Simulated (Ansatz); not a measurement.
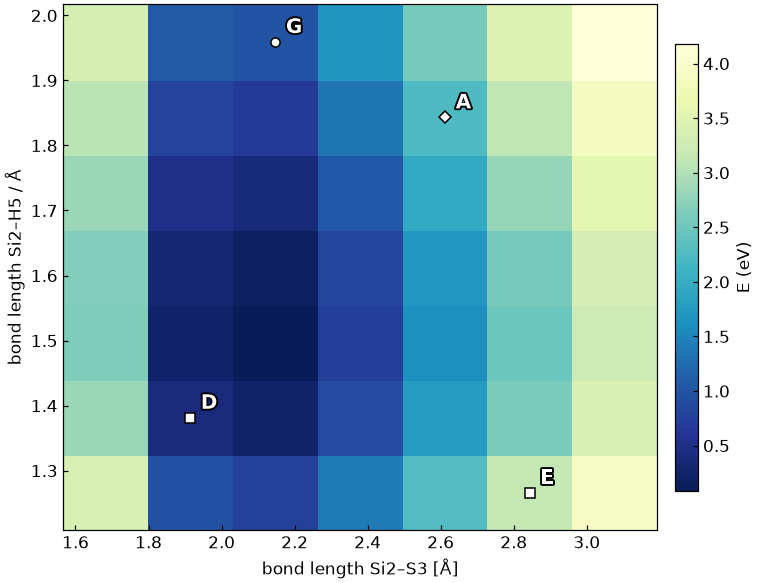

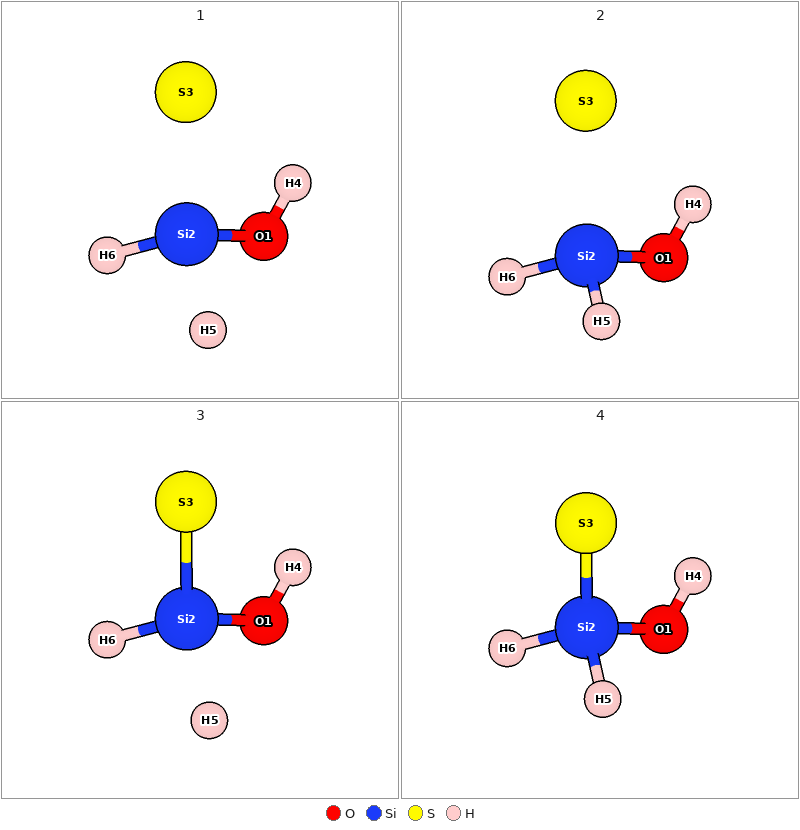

H₃OSSi, SMILES O[SiH2][S-], charge −1. 
- The first coordinate is: bond length Si2–S3; the second: bond length Si2–H5.
- Nothing is relaxed (all other coordinates rigid).
- The grid has 7 × 7 points.
- Points are written as (first, second).
- Energies are in eV, from the relaxed molecule at the same level.
- The reference is spin-restricted, which grows unreliable where a bond is stretched far.
- Method: RKS wB97M-V/def2-SVPD in Ansatz 0.2.0.

In the figure: one coloured cell a grid point, lettered points. The numbered pictures are the structures at these points, in random order.

Which structure belongs to which point?

Answer. A is structure 1: (2.612 Å, 1.843 Å), 2.24 eV; D is structure 4: (1.914 Å, 1.381 Å), 0.42 eV; E is structure 2: (2.844 Å, 1.266 Å), 3.13 eV; G is structure 3: (2.147 Å, 1.959 Å), 0.99 eV.
